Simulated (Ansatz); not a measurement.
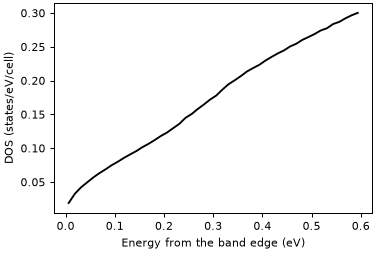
Fig. 1. Density of states of BAs (F-43m) above the conduction band minimum, HSE06, rigid bands in Ansatz (a quantum-chemistry and plane-wave program); cell volume 27.1 Å³.

Task: What effective density of states at 300 K does this give (∫ g(E) exp(−E/k_BT) dE, both spins, divided by the cell's size)?

Result: 3.3e19 cm⁻³, a density-of-states mass of 1.20 mₑ, valleys and band degeneracy included.

Spin-orbit coupling is left out. Geometry: cell and atoms relaxed with PBEsol.
